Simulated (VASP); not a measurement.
Shape and ions are relaxed at each volume.

Energy against volume of Mg3Sb2 (a-la2o3). The numbers are results of optB86b-vdW, VASP's PBE PAW potentials (set 64) (plane waves; VASP), not measurements.

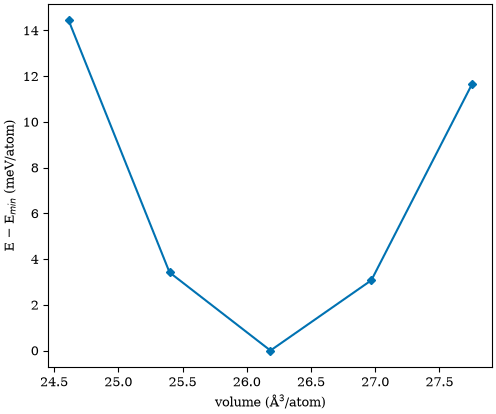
Energy against volume

### Question
Estimate the equilibrium volume and the bulk modulus.

### Answer
The minimum lies near 26.2 Å³/atom, and the curvature gives B0 of about 44 GPa.

The compound is Mg3Sb2 in the a-la2o3 structure. It was relaxed first.
